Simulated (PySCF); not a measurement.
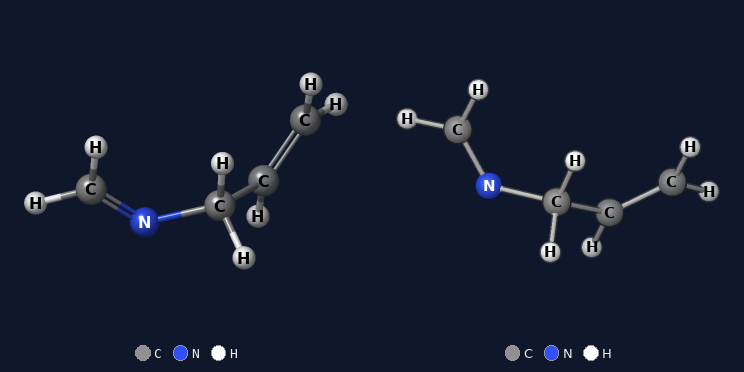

Two views of one molecule.

The geometry was computed by an optimisation with GFN2-xTB. No frequency run is at hand to confirm it as a minimum.

Description:

The molecule is C4H7N. Its SMILES string is `C=CCN=C`. It has no ring. Among its groups: alkene, imine. The point group is C1. Coordination: 3 C trigonal planar; 1 C tetrahedral; 1 N bent.

The parts below concern this one geometry. Atoms keep their numbers from picture to picture.

NMR shielding

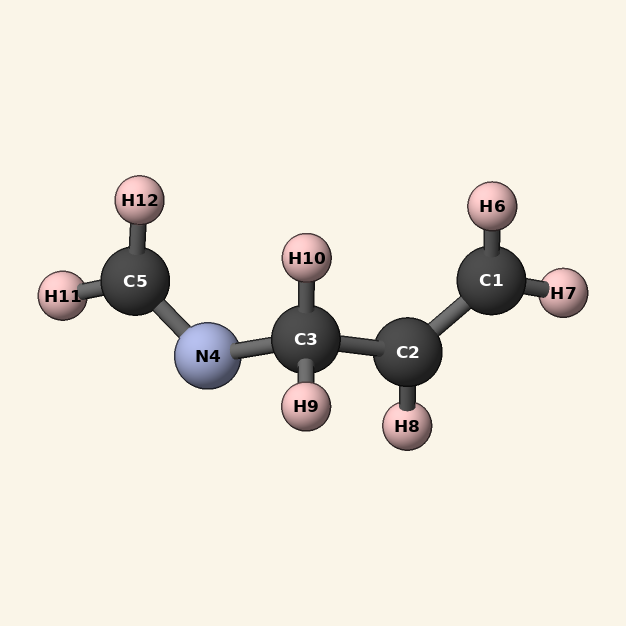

No frequency run is at hand to confirm it as a minimum. Properties computed with GIAO PBE0/pcSseg-1 NMR shielding, non-relativistic, gas phase (PySCF 2.14.0). Principal shieldings σ11 ≤ σ22 ≤ σ33, span Ω = σ33 − σ11, skew κ = 3(σiso − σ22)/Ω.

Question: Which C atom has the most anisotropic shielding?

Answer: C2, with a span of 236 ppm.

Give the shielding tensors of the C atoms.

```csv
atom,σ11,σ22,σ33,σiso,Ω,κ
C1,−43.7,82.9,162.3,67.1,206.0,−0.23
C2,−81.3,46.9,154.3,40.0,235.5,−0.09
C3,88.2,108.5,140.9,112.5,52.7,0.23
C5,−66.2,47.9,115.9,32.5,182.0,−0.25
```

Shieldings and span in ppm.

Electronic properties

No frequency run is at hand to confirm it as a minimum. Level of theory: PBE0/def2-SVPD, gas phase (PySCF 2.14.0). Excitations: vertical, linear response.

Question: Estimate the HOMO–LUMO gap.

Answer: 6.92 eV.

Question: Estimate the lowest vertical singlet excitation.

Answer: 4.93 eV.

Question: Estimate the brightest of the 6 lowest singlets.

Answer: 7.54 eV.

Question: Estimate the dipole moment.

Answer: 1.36 D.

Charges

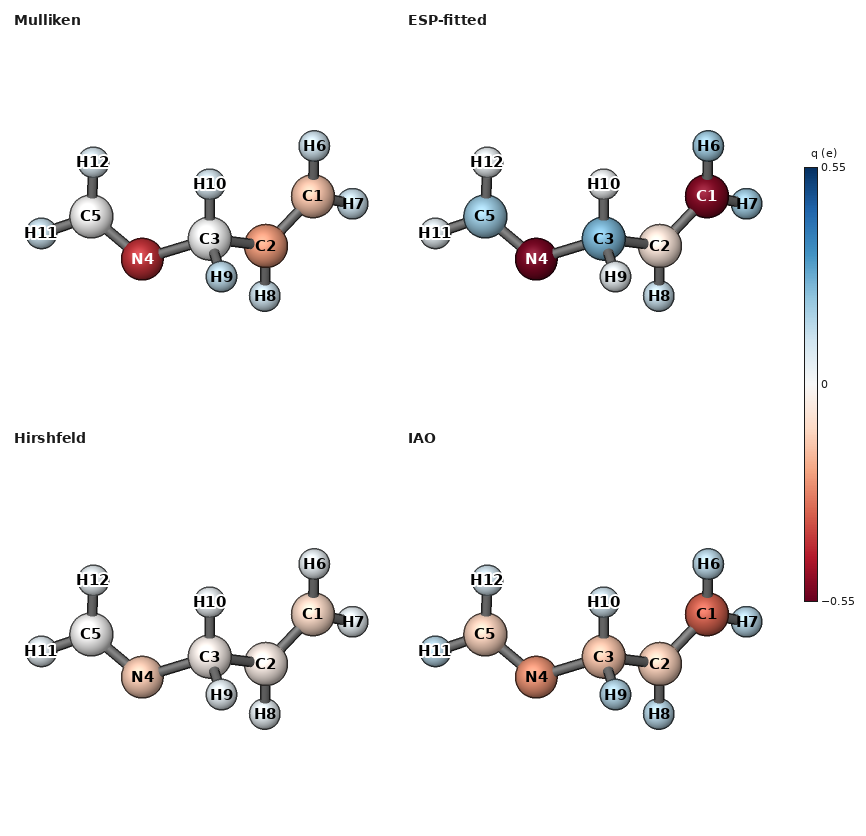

Atomic charges of one calculation by 4 schemes, on one colour scale. No frequency run is at hand to confirm it as a minimum. Computed with PBE0/pcSseg-1 (PySCF 2.14.0).

Question: On which atom do the schemes disagree most?

Answer: On C1 (from −0.50 to −0.11 e); C3 (from −0.15 to 0.25 e).

List the charges (e), one line for each set of equivalent atoms.

| atom | Mulliken | ESP-fitted | Hirshfeld | IAO |
| --- | --- | --- | --- | --- |
| C1 | −0.15 | −0.50 | −0.11 | −0.32 |
| C2 | −0.23 | −0.07 | −0.04 | −0.13 |
| C3 | 0.00 | 0.25 | −0.03 | −0.15 |
| N4 | −0.40 | −0.52 | −0.14 | −0.25 |
| C5 | 0.00 | 0.20 | 0.00 | −0.12 |
| H6 | 0.11 | 0.19 | 0.04 | 0.14 |
| H7 | 0.12 | 0.20 | 0.05 | 0.15 |
| H8 | 0.11 | 0.12 | 0.05 | 0.15 |
| H9 | 0.14 | 0.04 | 0.05 | 0.16 |
| H10 | 0.09 | 0.01 | 0.03 | 0.11 |
| H11 | 0.12 | 0.05 | 0.05 | 0.15 |
| H12 | 0.08 | 0.03 | 0.04 | 0.10 |

Bond orders

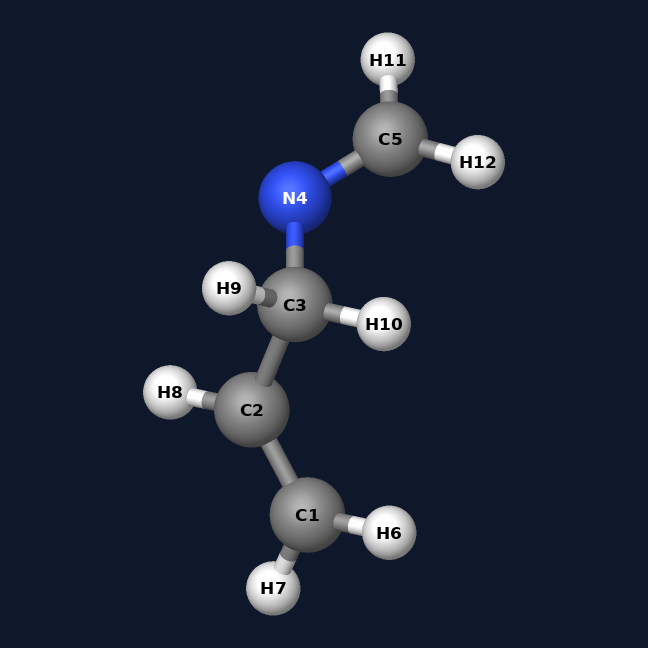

Every bond is drawn as one stick. No frequency run is at hand to confirm it as a minimum. Level of theory: PBE0/pcSseg-1 (PySCF 2.14.0).

List the Mayer bond orders of C1–C2, C1–H6, C1–H7, C2–C3, C2–H8, C3–N4, C3–H9, C3–H10, N4–C5, C5–H11, C5–H12.

| bond | Mayer order | length (Å) |
| --- | --- | --- |
| C1–C2 | 1.99 | 1.319 |
| C1–H6 | 0.95 | 1.078 |
| C1–H7 | 0.95 | 1.076 |
| C2–C3 | 1.02 | 1.500 |
| C2–H8 | 0.95 | 1.080 |
| C3–N4 | 0.96 | 1.435 |
| C3–H9 | 0.93 | 1.097 |
| C3–H10 | 0.94 | 1.102 |
| N4–C5 | 1.98 | 1.249 |
| C5–H11 | 0.95 | 1.080 |
| C5–H12 | 0.93 | 1.097 |

Mulliken values depend strongly on the basis set and can even reverse the polarity of a bond.
